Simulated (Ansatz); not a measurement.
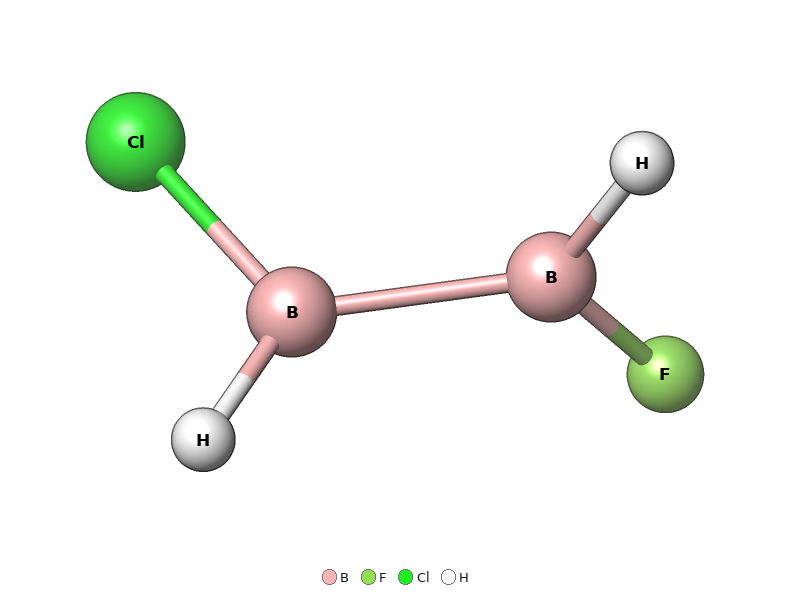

The geometry was computed by an optimisation with PBE0-D4/def2-TZVP. No frequency run is at hand to confirm it as a minimum. Method: RKS PBE0-D4/def2-TZVPP (Ansatz 0.2.0).

Computed properties:

The species is B₂ClFH₂.
- HOMO energy (Kohn–Sham orbital): −8.02 eV
- LUMO energy (Kohn–Sham orbital): −2.04 eV
- HOMO–LUMO gap: 5.98 eV
